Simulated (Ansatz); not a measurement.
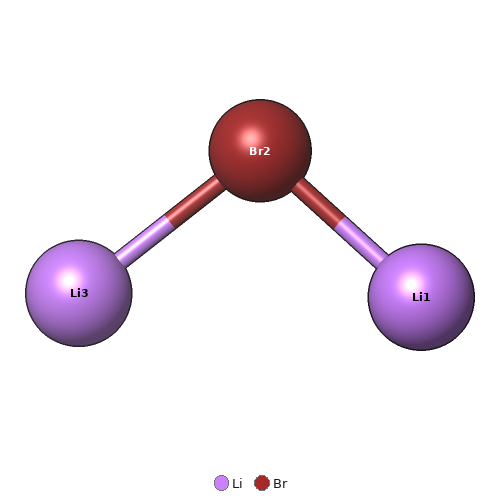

The system is Li + BrLi, spin multiplicity 2; the picture shows the reference structure. Coordinates scanned: (1) distance Li1–Br2; (2) distance Br2–Li3. Nothing is relaxed (the angle Li1–Br2–Li3 is fixed at 100 degrees). The scan uses a 17 × 17 grid; 153 points were computed and 136 follow by symmetry. All energies are given in kJ/mol relative to Li far from the relaxed BrLi (each part in its own basis). The D4 coefficients can switch as the alkali atoms part, which puts small steps into the map. All numbers below come from UKS PBE-D4/def2-TZVPD in Ansatz.

Its coordinates:

```yaml
atoms:
  - { symbol: Li, position_ang: [-2.2560, 0.0000, 0.0000] }
  - { symbol: Br, position_ang: [0.0000, 0.0000, 0.0000] }
  - { symbol: Li, position_ang: [0.4133, 2.3438, 0.0000] }
```

Range: distance Li1–Br2 from 1.984 to 4.384 Å; distance Br2–Li3 from 1.984 to 4.384 Å.

What will the energy surface look like?

The lowest grid point is at distance Li1–Br2 = 2.256 Å, distance Br2–Li3 = 2.380 Å, −84 kJ/mol from Li far from the relaxed BrLi (each part in its own basis). The highest grid point, distance Li1–Br2 = 4.384 Å, distance Br2–Li3 = 4.384 Å, lies 270 kJ/mol above the lowest.

```
distance Br2–Li3 ↓, distance Li1–Br2 →  2.049  2.256  2.513  2.803  3.120  3.459  3.816  4.191
                                 4.384     −3    −10     12     49     86    121    152    176
                                 4.002     −9    −16      4     38     72    105    134    156
                                 3.635    −17    −27     −9     23     53     83    109    129
                                 3.287    −29    −41    −26      2     29     56     79     97
                                 2.959    −40    −55    −44    −19      5     28     48     63
                                 2.655    −55    −72    −64    −43    −22     −3     14     26
                                 2.380    −64    −84    −79    −61    −44    −28    −14     −5
                                 2.145    −55    −76    −74    −59    −45    −32    −21    −13
                                 1.984    −26    −48    −47    −34    −22    −11     −2      5
```

The table holds every second grid line.

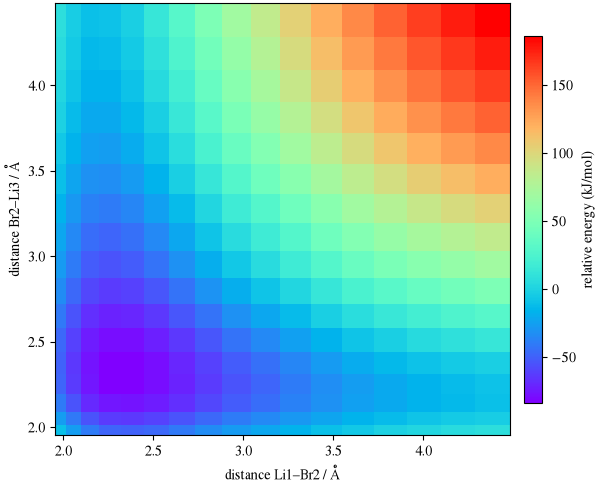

In the figure: one coloured cell a grid point.

The whole map (153 points run) took 21 min on 1 thread of Arm Neoverse V2, on a shared host.
